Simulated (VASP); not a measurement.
Band structure of Lu$_{3}$TlC (space group Pm-3m). Level of theory: PBEsol GGA, VASP's PBE PAW potentials (set 64) (plane waves; VASP).

Unless said otherwise, spin-orbit coupling is left out, though it shifts the bands of the heavy elements here.

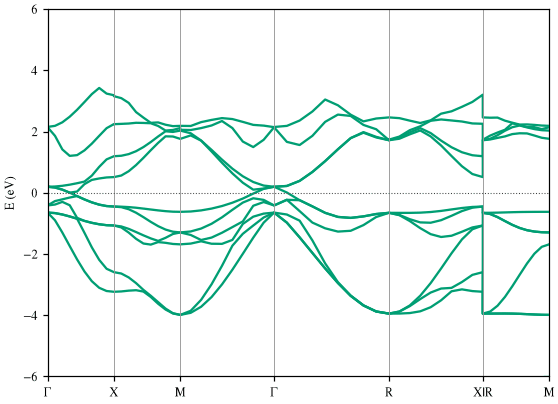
Figure: Bands along high-symmetry lines, zero at the valence-band maximum or, without a gap, the Fermi level

Question: Read the plot: is there a gap, and where are the band edges?

Answer: It has no gap at this level: it comes out as a metal or semimetal.

The structure comes from a computed database's Lu3TlC entry (Pm-3m); how it stands against other phases isn't given here. The cell was not relaxed at this level.
